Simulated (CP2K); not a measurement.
**Two attempts at CH3FOSi (SMILES F[SiH]1CO1)**

Wanted: energy and forces of CH3FOSi, GFN0-xTB.

The calculation is run with CP2K 2026.2.

2 further runs of the same task are left out: 1 that didn't finish, 1 set aside as unsound or not needed.

## 1. The molecule

CH3FOSi: 7 atoms, total charge 0, spin state singlet. As SMILES, `F[SiH]1CO1`. The coordinates come from a GFN2-xTB relaxation.

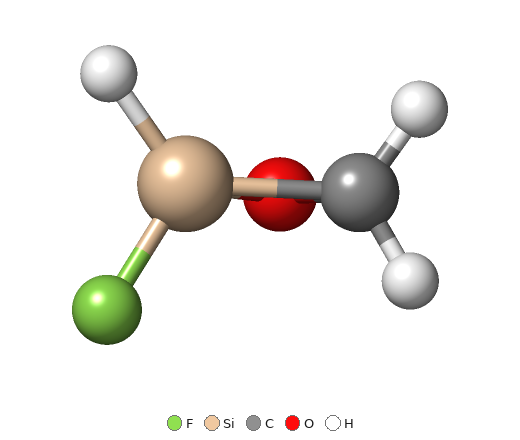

Viewed from a chosen angle; fluorine green, silicon light orange, carbon grey, oxygen red, hydrogen white.

## 2. The input as first written

Contents of gas.inp:

```
&GLOBAL
 PROJECT gas
 RUN_TYPE ENERGY_FORCE
 PRINT_LEVEL MEDIUM
&END GLOBAL
&FORCE_EVAL
 METHOD QS
 &DFT
  CHARGE -2
  &QS
   METHOD XTB
   EPS_DEFAULT 1.0E-10
   &XTB
    GFN_TYPE 0
    CHECK_ATOMIC_CHARGES F
   &END XTB
  &END QS
  &POISSON
   PERIODIC NONE
   POISSON_SOLVER ANALYTIC
  &END POISSON
  &SCF
   SCF_GUESS ATOMIC
   EPS_SCF 1.0E-06
   MAX_SCF 66
   ADDED_MOS 2
   &DIAGONALIZATION
    ALGORITHM STANDARD
   &END DIAGONALIZATION
   &MIXING
    METHOD DIRECT_P_MIXING
    ALPHA 0.4
   &END MIXING
  &END SCF
  &PRINT
   &MOMENTS
    PERIODIC F
    REFERENCE COM
    MAX_MOMENT 1
   &END MOMENTS
   &MO ON
    ENERGIES T
    OCCUPATION_NUMBERS T
    NDIGITS 6
    &EACH
     QS_SCF 0
    &END EACH
    ADD_LAST NUMERIC
   &END MO
   &HIRSHFELD OFF
   &END HIRSHFELD
  &END PRINT
 &END DFT
 &SUBSYS
  &CELL
   ABC 15.9 13.9 15.3
   PERIODIC NONE
  &END CELL
  &COORD
   F     -2.117370    -0.038810     0.319850
   Si    -0.728360     0.135000    -0.458070
   C      0.836210     0.037200     0.498120
   O      0.318140    -1.103770    -0.308130
   H     -0.940880     0.780190    -1.715220
   H      1.780290     0.391140     0.111190
   H      0.851970    -0.200940     1.552270
  &END COORD
  &TOPOLOGY
   &CENTER_COORDINATES
   &END CENTER_COORDINATES
  &END TOPOLOGY
 &END SUBSYS
 &PRINT
  &FORCES ON
  &END FORCES
 &END PRINT
&END FORCE_EVAL
```

Command:

```
$ OMP_NUM_THREADS=1 cp2k.psmp -i gas.inp > gas.out 2>&1
```

What it wrote:

```text
CP2K| version string:                                       CP2K version 2026.2
[...]
 GLOBAL| Method name                                                        CP2K
[...]
 GLOBAL| Run type                                                   ENERGY_FORCE
[...]
                             - Atoms:                                          7
[...]
                             - Spherical basis functions:                     27
[...]
 Number of electrons:                                                         26
[...]
 TB_DIPOLE| Moment [Debye]         -1.72285043       0.30388244       1.26207692
 TB_DIPOLE| Derivative [a.u.]       0.00000000       0.00000000       0.00000000
[...]
 ENERGY| Total FORCE_EVAL ( QS ) energy [hartree]            -15.030630097443280
 FORCES| Atomic forces [hartree/bohr]
 FORCES|   Atom     x               y               z               |f|
 FORCES|      1 -5.30646245E-02 -1.09280797E-02  3.11065974E-02   6.24731759E-02
 FORCES|      2 -8.59333189E-02  8.10505850E-02 -9.55599114E-02   1.51938900E-01
 FORCES|      3  6.66596799E-02  1.20378520E-02  5.98338924E-02   9.03798511E-02
 FORCES|      4  3.58739073E-02 -7.23106291E-02 -7.26906840E-03   8.10469226E-02
 FORCES|      5 -7.33633494E-03 -4.65151003E-03 -1.29982606E-02   1.56337178E-02
 FORCES|      6  2.95445177E-02  5.59663714E-03 -2.53378714E-03   3.01764967E-02
 FORCES|      7  1.42561734E-02 -1.07948554E-02  2.74205377E-02   3.27361157E-02
 FORCES| Sum     1.45716772E-16 -3.64291930E-17  3.46944695E-17
 FORCES| Total atomic force                                       1.54156317E-16
[...]
```

It took 1.1 s on 1 thread of Intel Xeon Platinum 8375C at 2.90GHz (Ice Lake), shared host; peak memory 0.19 GiB.

## 3. Reading the log

It ran to the end. The result can't be trusted all the same.

What is wrong: the charge typed isn't that of the species meant. To mend it: charge 0 in place of -2.

## 4. Second attempt

Contents of molecule.inp:

```
&GLOBAL
   PROJECT molecule
   RUN_TYPE ENERGY_FORCE
   PRINT_LEVEL MEDIUM
&END GLOBAL

&FORCE_EVAL
   METHOD QUICKSTEP
   &DFT
      &QS
         METHOD XTB
         EPS_DEFAULT 1.0E-10
         &XTB
            GFN_TYPE 0
            CHECK_ATOMIC_CHARGES F
         &END XTB
      &END QS
      &POISSON
         PERIODIC NONE
         POISSON_SOLVER ANALYTIC
      &END POISSON
      &SCF
         SCF_GUESS ATOMIC
         EPS_SCF 1.0E-06
         MAX_SCF 150
         ADDED_MOS 2
         &DIAGONALIZATION
            ALGORITHM STANDARD
         &END DIAGONALIZATION
         &MIXING
            METHOD DIRECT_P_MIXING
            ALPHA 0.4
         &END MIXING
      &END SCF
      &PRINT
         &MOMENTS
            PERIODIC F
            REFERENCE COM
            MAX_MOMENT 1
         &END MOMENTS
         &MO ON
            ENERGIES T
            OCCUPATION_NUMBERS T
            NDIGITS 6
            &EACH
               QS_SCF 0
            &END EACH
            ADD_LAST NUMERIC
         &END MO
         &HIRSHFELD OFF
         &END HIRSHFELD
      &END PRINT
   &END DFT
   &SUBSYS
      &CELL
         ABC 15.9 13.9 15.3
         PERIODIC NONE
      &END CELL
      &COORD
         F     -2.117370    -0.038810     0.319850
         Si    -0.728360     0.135000    -0.458070
         C      0.836210     0.037200     0.498120
         O      0.318140    -1.103770    -0.308130
         H     -0.940880     0.780190    -1.715220
         H      1.780290     0.391140     0.111190
         H      0.851970    -0.200940     1.552270
      &END COORD
      &TOPOLOGY
         &CENTER_COORDINATES
         &END CENTER_COORDINATES
      &END TOPOLOGY
   &END SUBSYS
   &PRINT
      &FORCES ON
      &END FORCES
   &END PRINT
&END FORCE_EVAL
```

Command:

```
$ OMP_NUM_THREADS=1 cp2k.psmp molecule.inp > molecule.out
```

What it wrote:

```text
CP2K| version string:                                       CP2K version 2026.2
[...]
 GLOBAL| Method name                                                        CP2K
[...]
 GLOBAL| Run type                                                   ENERGY_FORCE
[...]
                             - Atoms:                                          7
[...]
                             - Spherical basis functions:                     27
[...]
 Number of electrons:                                                         24
[...]
 TB_DIPOLE| Moment [Debye]         -0.81043808       2.35680948      -0.98972477
 TB_DIPOLE| Derivative [a.u.]       0.00000000       0.00000000       0.00000000
[...]
 ENERGY| Total FORCE_EVAL ( QS ) energy [hartree]            -12.683915722125201
 FORCES| Atomic forces [hartree/bohr]
 FORCES|   Atom     x               y               z               |f|
 FORCES|      1 -1.18482800E-02 -1.26764092E-03  7.32743557E-03   1.39885655E-02
 FORCES|      2  1.62526015E-02 -1.62573255E-03 -7.16127385E-03   1.78346266E-02
 FORCES|      3 -1.51163555E-02 -8.96368217E-03 -1.44807517E-02   2.27715606E-02
 FORCES|      4  1.40534921E-03  1.03120304E-02  5.09711672E-03   1.15885105E-02
 FORCES|      5  2.39653749E-03 -7.83963210E-04  4.14265941E-03   4.84970280E-03
 FORCES|      6  5.79822849E-03  2.24005868E-03 -6.21295343E-04   6.24686517E-03
 FORCES|      7  1.11191876E-03  8.89297650E-05  5.69610919E-03   5.80430287E-03
 FORCES| Sum     3.59955121E-17  2.21041718E-17  7.19910243E-17
 FORCES| Total atomic force                                       8.34684304E-17
[...]
```

It took 0.99 s on 1 thread of Intel Xeon Platinum 8375C at 2.90GHz (Ice Lake), shared host; peak memory 0.18 GiB.

## 5. Summary of results

Level: GFN0-xTB.

```
                                 quantity         value
                             total energy  -12.68392 Eh
dipole moment (from atomic charges alone)        2.68 D
                              HOMO energy     -10.86 eV
                              LUMO energy      -6.50 eV
                            HOMO–LUMO gap       4.36 eV
                        dispersion energy  -3.60 kJ/mol
                 largest force on an atom    1.171 eV/Å
```

**Reading.** The dipole comes from point charges on the atoms alone, without atomic dipoles, so it is partial. The largest force is 1.17 eV/Å: the shape isn't a stationary point for this species at this level.
